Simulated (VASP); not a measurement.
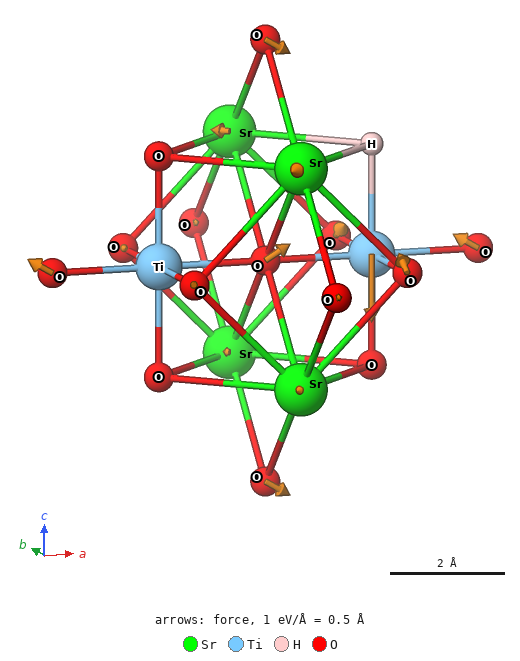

Starting geometry of a defect cell of composition Sr8Ti8HO23 with the computed forces as orange arrows. A ball-and-stick model of the atoms within 4.2 Å of the atom that moves most (axes of the cell of the calculation, reduced to other axes), seen slightly off an axis. Lengths and directions refer to the drawn axes.

The run lets the atoms move in a fixed cell.

All numbers below come from Kohn-Sham DFT of a periodic cell, PBE, VASP PAW PBE potentials, recommended in VASP 6.6.1.

Input
```
PREC = Normal ; ENCUT = 450
EDIFF = 1E-6 ; ISMEAR = 0
SIGMA = 0.01 ; LREAL = Auto
LASPH = True ; NELM = 80
ALGO = Normal ; ISIF = 2
LWAVE = False ; LCHARG = False
GGA = PE ; IBRION = 2
NSW = 70 ; EDIFFG = -0.025
ICORELEVEL = 1 ; NELECT = 314.0
LUSENCCL = False
```

Command:
```bash
cat potpaw_PBE.64/Sr_sv/POTCAR potpaw_PBE.64/Ti_sv/POTCAR potpaw_PBE.64/H/POTCAR potpaw_PBE.64/O/POTCAR > POTCAR
mpirun -np 1 vasp_std > vasp.out
```

What follows when this structure is relaxed?

It isn't relaxed: the largest force vector, on Ti atoms, is 2.45 eV/Å. The final displacements follow the starting forces only in part (cosine between the two patterns 0.80). Over 11 geometry steps the energy falls by 0.499 eV per cell of the calculation. Largest force component: 2.5 eV/Å at the start, 0.012 eV/Å at the end. The largest moves, 0.068 Å, are those of Ti and O atoms. By element the largest moves are O 0.068 Å, Ti 0.068 Å, Sr 0.049 Å. H stays in place. The cell doesn't change. Near-neighbour distances that change, for instance: Sr–Ti 3.412 → 3.482 Å, O–Sr 2.786 → 2.856 Å, H–Ti 1.970 → 2.038 Å, O–Ti 1.970 → 1.902 Å. Bond angles that change, for instance: O–Ti–O 180.0° → 172.3°, Ti–O–Ti 180.0° → 174.8°, O–Ti–O 90.0° → 93.9°. It ran on 1 × NVIDIA H100 80GB with 1 thread of AMD EPYC 7R13 Processor (Zen 3), on a shared host.

Limits of the set-up: the periodic images lie only 7.9 Å apart, so the values are limited by the cell's size.
